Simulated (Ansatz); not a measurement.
SiH3ClF: several calculations on one system

Part 1: Relaxation

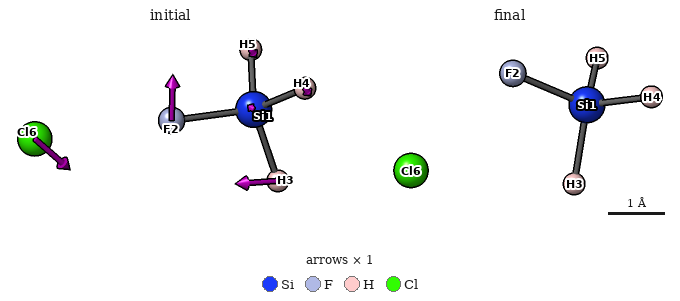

The structure of SiH3ClF (multiplicity 2) before (left) and after (right) a relaxation, at one scale. The purple arrows give the displacements, at their true length.

The picture is a ball-and-stick view, seen at a tilt.

The run prepares an end point of a later path (reaction) calculation, from a guessed geometry.

All numbers below come from UKS PBE/def2-SVP in Ansatz. Set-up: collinear spin; force threshold 0.03 eV/Å; at most 50 steps.

Question: Describe what moved and what it gained.

Answer: After 15 accepted moves (16 points after the start) the energy has fallen by 7.79 kJ/mol. Largest force component: 0.89 eV/Å at the start, 0.0018 eV/Å at the end. The line search rejected the trial step at point 15 of the run. The forces were under the threshold at step 3, but the run went on from there. Cl6 moves most after the best rigid fit: 1.00 Å. By element the largest moves are Cl 1.00 Å, F 0.89 Å, H 0.86 Å, Si 0.17 Å. Among the contacts that change: Si1–F2 1.619 → 1.659 Å.

Limits of the set-up: the start holds two separate molecules, 2.7 Å apart at their closest, whose relative position is a soft coordinate and is computed without a dispersion correction.

Part 2: Relaxation

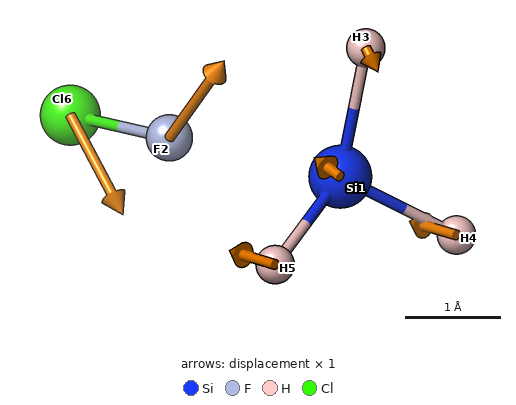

This is a relaxation of SiH3ClF (multiplicity 2). The starting structure is drawn; orange arrows show the displacements, at their true length. The two geometries are superimposed by the best rigid fit.

A ball-and-stick model, seen from a free direction.

The run prepares an end point of a later path (reaction) calculation, from a guessed geometry.

All numbers below come from UKS PBE/def2-SVP (Ansatz 0.2.0). Set-up: collinear spin; force threshold 0.03 eV/Å; at most 50 steps.

> What happened in the run?

Over 22 geometry steps the energy falls by 3.536 eV. The largest force component goes from 3.6 to 0.0095 eV/Å. The forces were under the threshold at step 8, but the run went on from there. F2 moves most after the best rigid fit: 1.32 Å. By element the largest moves are F 1.32 Å, Cl 1.29 Å, H 0.77 Å, Si 0.46 Å. Near-neighbour distances that change, for instance: Si1–F2 2.785 → 1.664 Å, Si1–Cl6 4.399 → 3.282 Å, F2–Cl6 1.614 → 2.529 Å. New bonds form, among them: Si1–F2 (2.78 → 1.66 Å). Bonds break, among them: F2–Cl6 (1.61 → 2.53 Å).

Limits of the set-up: the start holds two separate molecules, 2.8 Å apart at their closest, whose relative position is a soft coordinate and is computed without a dispersion correction.

Part 3: Path

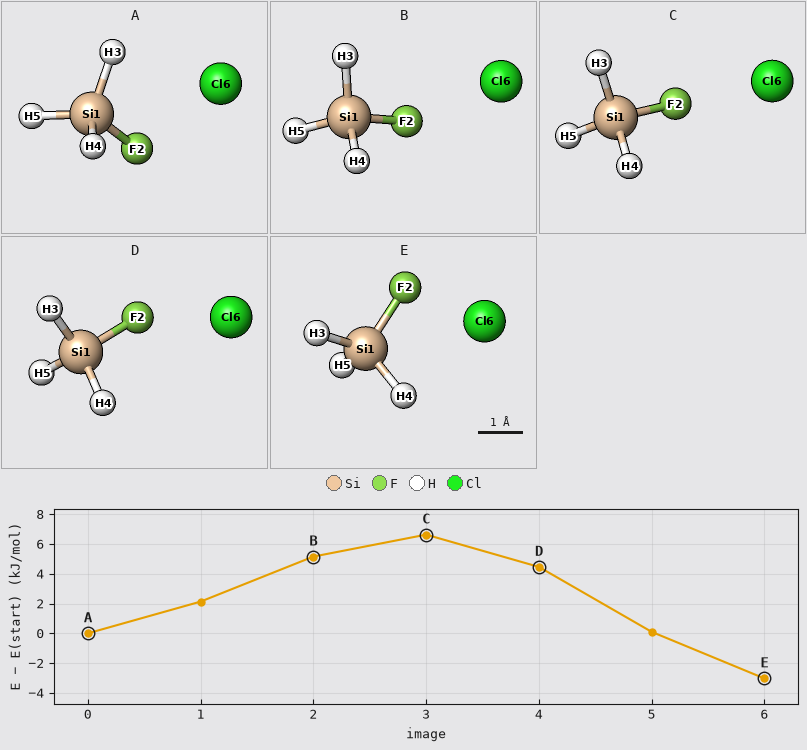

A nudged-elastic-band calculation for SiH$_{3}$ClF (multiplicity 2), made up at the start of SiH3F and Cl. Images are numbered from 0 (start) to 6 (end). Frames A to E are images 0, 2, 3, 4, 6. The picture is a ball-and-stick view, seen at a tilt.

Level of theory: UKS PBE/def2-SVP (Ansatz). Run with 5 movable images; climbing image; force threshold 0.03 eV/Å; iteration limit 60; starting path through a guess of the saddle point.

Q: What happens along the path, and what is the barrier?

A: No bond forms or breaks between the ends. The highest point, image 3, lies 6.6 kJ/mol above the start and 9.7 kJ/mol above the end; the end is at −3.0 kJ/mol relative to the start. The band converged in 9 iterations. The largest component of the band force went from 7.7 to 0.018 eV/Å. The climbing image converged on the top of the path. Its vibrational analysis gives 2 imaginary modes over 30i cm⁻¹, so it isn't confirmed as a transition state.

Limits of the set-up: the start holds two separate molecules, 2.6 Å apart at their closest, whose relative position is a soft coordinate and is computed without a dispersion correction.

Cost: 3 min on 1 thread of Arm Neoverse V1 (shared host), peak memory 0.12 GiB.
